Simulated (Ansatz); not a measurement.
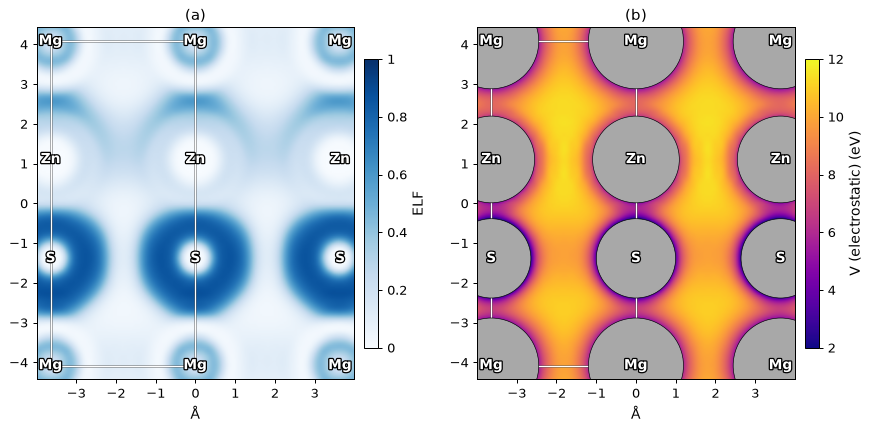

MgZnS. (a) electron localisation function; (b) electrostatic potential energy of an electron on the (010) plane of the conventional cell. Grey discs cover the atomic cores in the potential map.

Space group P4/nmm; a generated structure, not necessarily the stable one.

Method: Ansatz, DFT PBE, scalar-relativistic, plane waves, PAW.

Core electrons are frozen (PAW), and the valence fields are smoothed inside the atomic spheres.

Q: Read the bonding off the picture.

A: The section cuts through Mg, Zn and S sites. Zn–S (2.49 Å): the ELF peaks at about 0.85 in the valence shell of S, 0.8 Å from its nucleus, and is about 0.45 at the midpoint. Mg–S (2.70 Å): the ELF peaks at about 0.90 in the valence shell of S, 0.9 Å from its nucleus, and is about 0.70 at the midpoint. Outside the cores the potential energy rises away from the atoms and is highest about 1.9 Å from the nearest atoms; its zero is arbitrary.
